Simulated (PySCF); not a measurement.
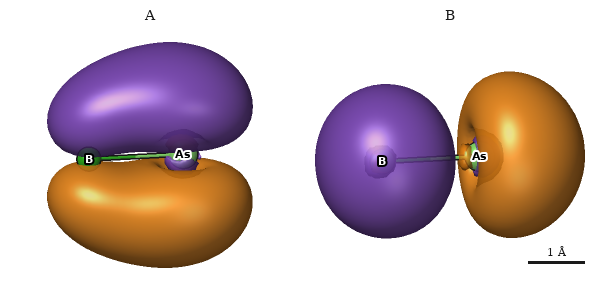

Figure. BAs (charge −1, doublet). Two frontier β-spin orbitals, each drawn at the value that holds 80 % of its norm (orange and purple are the two phases), in no order; of a degenerate pair one member is drawn.

These are results of PBE0/def2-TZVPPD, non-relativistic Hamiltonian with scalar-relativistic core potentials where named, at a bond length of 1.799 Å in PySCF 2.14.0, not measurements.

Name the orbitals and rank them from lowest to highest energy.

Orbital B: σ, occupied in this spin, −3.34 eV; shared between the atoms (B 40 %, As 60 %).
Orbital A: π, occupied in this spin, −0.50 eV; mainly on As (70 %).
